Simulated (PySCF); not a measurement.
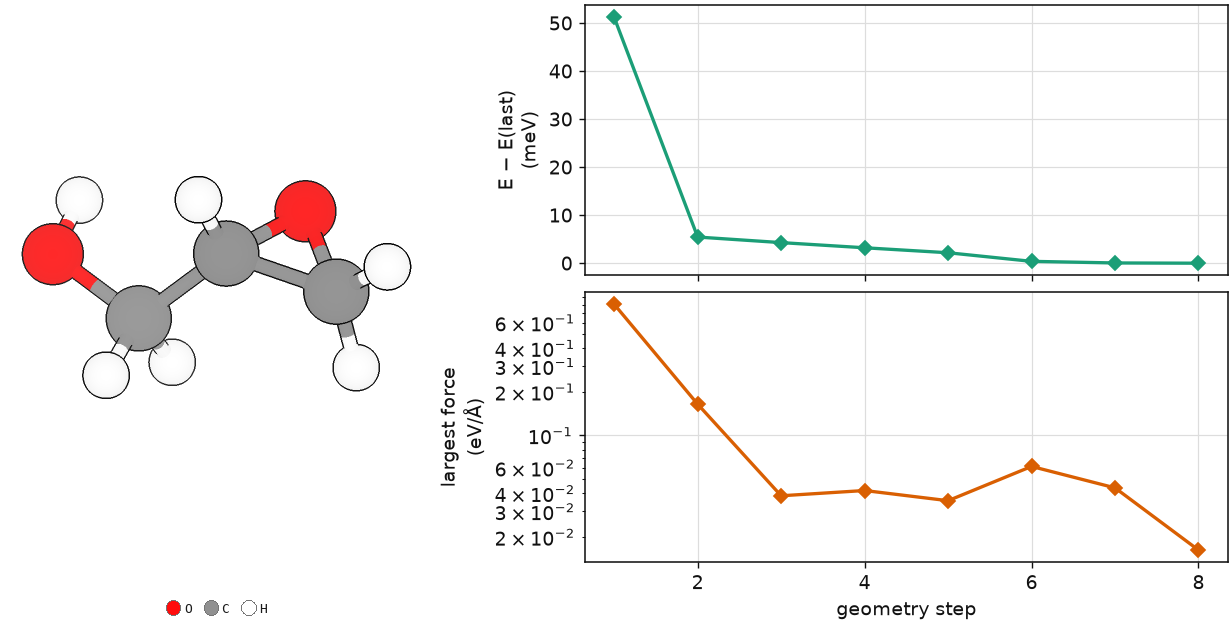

Beside the plot: the molecule at the start.

History of a geometry optimisation.

System: glycidol (SMILES OC[C@H]1CO1).
Method: PySCF, PBE0-D3(BJ)/def2-SVP, geometry optimisation.

How did it end, and what did it gain?

Answer. The optimisation met its thresholds at geometry 8, counting the start as the first. The energy fell by about 51 meV from the first step to the last. The largest force goes from about 0.8 eV/Å at the start to 0.016 eV/Å at the end.
